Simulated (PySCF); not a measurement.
**One shape, several levels: singlet CH5GeO+**

Wanted: a comparison of 6 runs (HF/STO-3G, B3LYP/6-31G*, B2PLYP/cc-pVDZ, M06-2X/cc-pVDZ, wB97X/cc-pVDZ, SCS-MP2/cc-pVDZ) of singlet CH5GeO+. Input form: a Python script.

The results are computed with PySCF 2.14.0.

### Step 1. The structure to begin with

The species is CH5GeO+ (8 atoms), typed as a singlet with charge +1. As SMILES of the parent species, `[CH3][GeH][OH]`. The coordinates come from a PBE0-D4/def2-TZVP relaxation. That shape belongs to the parent species and isn't relaxed for this state.

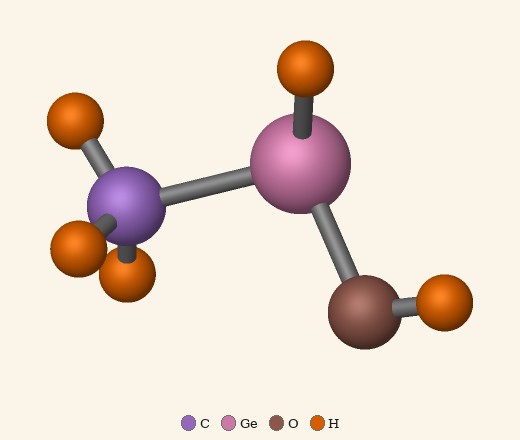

The structure, seen from a chosen angle (carbon purple, germanium pink, oxygen brown, hydrogen orange).

### Step 2. The energy at HF/STO-3G (run 1)

Contents of calc.py:

```python
from pyscf import gto

mol = gto.Mole()
mol.atom = '''
C       -0.669700       0.837400      -0.542800
Ge       0.882200      -0.278900      -0.139000
O        0.160100      -1.768900       0.546400
H       -0.349800       1.807700      -0.923500
H       -1.247600       0.978300       0.373300
H       -1.296000       0.347300      -1.287700
H        1.802100       0.357700       0.954000
H        0.810900      -2.337900       0.963600
'''
mol.verbose = 3
mol.basis = 'sto-3g'
mol.charge = 1
mol.max_memory = 1860
mol.build()

hf = mol.RHF()
hf.conv_tol = 1e-10
hf.kernel()
if not hf.converged:
    hf = hf.newton().run(hf.mo_coeff, hf.mo_occ)

etot = hf.e_tot
print('Final energy', etot)
```

Started as:

```sh
$ OMP_NUM_THREADS=1 python calc.py
```

Log:

```text
converged SCF energy = -2165.6838305966
Final energy -2165.6838305965985
```

Wall time 1.1 s (1 thread of Arm Neoverse V1, shared host); peak memory 0.12 GiB.

### Step 3. A single-point energy at B3LYP/6-31G(d) (spherical functions) (run 2)

Contents of job.py:

```python
from pyscf import gto, dft

molecule = gto.M(
    atom='''
C     -0.669700     0.837400    -0.542800
Ge     0.882200    -0.278900    -0.139000
O      0.160100    -1.768900     0.546400
H     -0.349800     1.807700    -0.923500
H     -1.247600     0.978300     0.373300
H     -1.296000     0.347300    -1.287700
H      1.802100     0.357700     0.954000
H      0.810900    -2.337900     0.963600
''',
    verbose=3,
    max_memory=1860,
    basis='6-31g*',
    charge=1,
)

mf = dft.RKS(molecule, xc='b3lyp')
mf.grids.level = 5
mf.conv_tol = 1e-10
mf.kernel()
if not mf.converged:
    mf = mf.newton().run(mf.mo_coeff, mf.mo_occ)

e_final = mf.e_tot
print('E = %.10f Eh' % e_final)
```

Started as:

```sh
$ OMP_NUM_THREADS=1 python job.py
```

Log:

```text
converged SCF energy = -2192.78542430575
E = -2192.7854243058 Eh
```

Wall time 18 s (1 thread of Arm Neoverse V1, shared host); peak memory 0.37 GiB.

Runs 3 to 4 aren't shown in full; the table further down has their settings and results.

### Step 4. A single-point energy at wB97X/cc-pVDZ (run 5)

Contents of run.py:

```python
from pyscf import gto, dft

mol = gto.Mole()
mol.atom = '''
C     -0.669700     0.837400    -0.542800
Ge     0.882200    -0.278900    -0.139000
O      0.160100    -1.768900     0.546400
H     -0.349800     1.807700    -0.923500
H     -1.247600     0.978300     0.373300
H     -1.296000     0.347300    -1.287700
H      1.802100     0.357700     0.954000
H      0.810900    -2.337900     0.963600
'''
mol.max_memory = 1860
mol.charge = 1
mol.basis = 'cc-pvdz'
mol.verbose = 3
mol.build()

calc0 = dft.RKS(mol, xc='wb97x')
calc0.grids.level = 5
calc0.conv_tol = 1e-10
calc0.kernel()
if not calc0.converged:
    calc0 = calc0.newton().run(calc0.mo_coeff, calc0.mo_occ)

e_final = calc0.e_tot
print('Final energy', e_final)
```

Started as:

```sh
$ OMP_NUM_THREADS=1 python run.py
```

Log:

```text
converged SCF energy = -2193.01308753885
Final energy -2193.0130875388536
```

Wall time 31 s (1 thread of Arm Neoverse V1, shared host); peak memory 0.41 GiB.

### Step 5. The energy at SCS-MP2/cc-pVDZ (run 6)

Contents of calc.py:

```python
from pyscf import gto, scf, mp

molecule = gto.Mole()
molecule.atom = '''
C       -0.669700       0.837400      -0.542800
Ge       0.882200      -0.278900      -0.139000
O        0.160100      -1.768900       0.546400
H       -0.349800       1.807700      -0.923500
H       -1.247600       0.978300       0.373300
H       -1.296000       0.347300      -1.287700
H        1.802100       0.357700       0.954000
H        0.810900      -2.337900       0.963600
'''
molecule.max_memory = 1860
molecule.verbose = 3
molecule.charge = 1
molecule.basis = 'cc-pvdz'
molecule.build()

hf = scf.RHF(molecule)
hf.conv_tol = 1e-10
hf.kernel()
if not hf.converged:
    hf = hf.newton().run(hf.mo_coeff, hf.mo_occ)

pt = mp.MP2(hf, frozen=11).run()
e_final = hf.e_tot + 1.2 * pt.e_corr_os + pt.e_corr_ss / 3
print('E(%s) = %.9f' % ('SCS-MP2', e_final))
```

Started as:

```sh
$ OMP_NUM_THREADS=1 python calc.py
```

Log:

```text
converged SCF energy = -2190.6850409848
E(RMP2) = -2191.12742173601  E_corr = -0.442380751210081
E(SCS-RMP2) = -2191.12363885917  E_corr = -0.438597874360877
E(SCS-MP2) = -2191.123638859
```

It took 2.3 s on 1 thread of Arm Neoverse V1, shared host; peak memory 0.18 GiB.

### Step 6. All runs side by side

```
run                               level  integration grid  frozen core orbitals   energy (Eh)  HOMO energy (eV)  LUMO energy (eV)  HOMO–LUMO gap (eV)  wall time
  1                           HF/STO-3G                 –                     –  -2165.683831            -16.89             -4.73               12.16      1.1 s
  2  B3LYP/6-31G* (spherical functions)                 5                     –  -2192.785424            -14.84            -10.36                4.49       18 s
  3                      B2PLYP/cc-pVDZ                 5                    11  -2192.479333            -16.25             -8.95                7.30       22 s
  4                      M06-2X/cc-pVDZ                 5                     –  -2192.958392            -16.29             -9.17                7.12       37 s
  5                       wB97X/cc-pVDZ                 5                     –  -2193.013088            -17.44             -8.01                9.43       31 s
  6                     SCS-MP2/cc-pVDZ                 –                    11  -2191.123639            -18.18             -6.88               11.30      2.3 s
```

### Step 7. What came out

| quantity | value |
| --- | --- |
| run 6: total energy | -2191.12364 Eh |
| run 6: HOMO energy (Hartree–Fock orbitals) | -18.18 eV |
| run 6: LUMO energy (Hartree–Fock orbitals) | -6.88 eV |
| run 6: HOMO–LUMO gap (Hartree–Fock orbitals) | 11.30 eV |
| run 6: correlation energy (11 core orbitals frozen) | -438.6 mEh |

In words: Among the runs that give it from their own density at one geometry, the HOMO–LUMO gap runs from 4.49 eV (B3LYP/6-31G*) to 12.16 eV (HF/STO-3G). Basis or surroundings differ between these two runs. Totals of different functionals can't be ranked against each other. All runs together took 1.9 min, the longest 37 s.
